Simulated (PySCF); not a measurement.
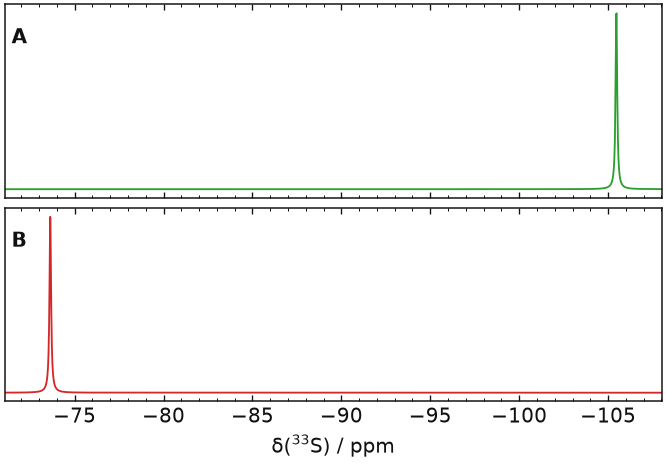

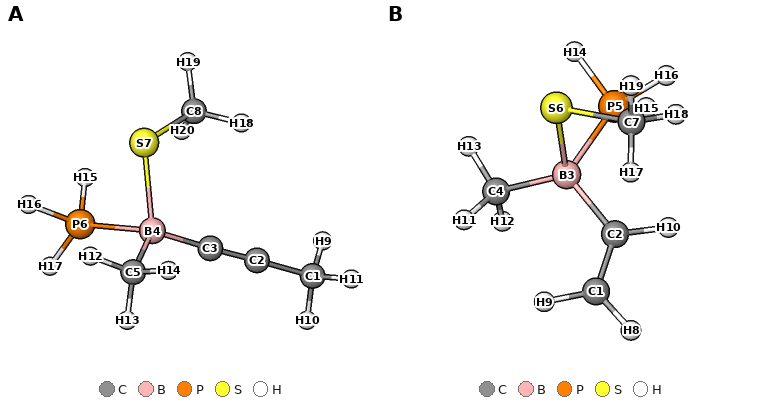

Related molecules: A is C₅H₁₂BPS, SMILES CC#C[B@-](C)([PH3+])SC; B is C₄H₁₂BPS, SMILES C=C[B@-](C)([PH3+])SC. GIAO ³³S shifts against CS₂, PBE0/pcSseg-1 in PySCF, at a GFN2-xTB geometry (no frequency check); fully decoupled, line heights follow the number of nuclei within a panel, widths are arbitrary (no quadrupolar broadening); values of one conformer, averaged over methyl-type rotors and exact or near symmetry; other conformers aren't averaged in.

How does the ³³S shift respond?

From A (−105.5 ppm) to B (−73.6 ppm) the nucleus is deshielded by 31.8 ppm.

Caveats, for all or some of the runs: the tight-binding geometry is rougher than a DFT one and adds to the error.
